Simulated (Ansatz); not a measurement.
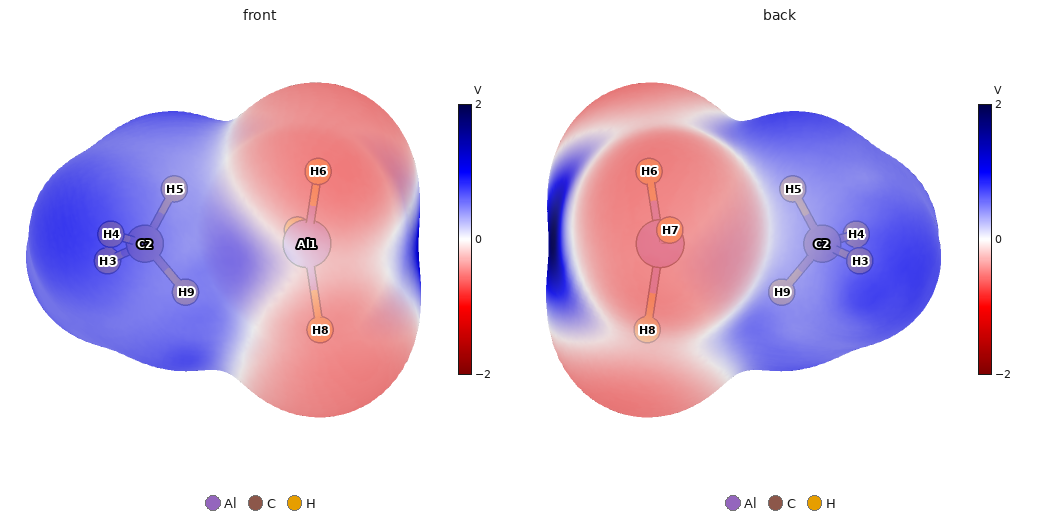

The picture shows: AlH₃···CH₄. The molecular electrostatic potential painted on the density surface at 0.001 e/bohr³, seen from the front and from behind; red is negative and blue positive.

Theory: Ansatz 0.2.0, RKS PBE/cc-pVDZ.

```xyz
9

Al   -0.0479   -0.4821   -0.3209
C    -0.0482   -0.2329    2.4988
H    -1.0014   -0.0787    3.0354
H     0.7909   -0.3708    3.2047
H     0.1625    0.6634    1.8800
H     1.3838    0.2349   -0.4625
H    -1.3988    0.3833   -0.4136
H    -0.1320   -2.0896   -0.3392
H    -0.1372   -1.1713    1.9032
```

### Where is the surface potential most negative and most positive?

The most negative region (about −0.5 V) lies over H6, H7 and H8, the most positive (about +1.9 V) over Al1.
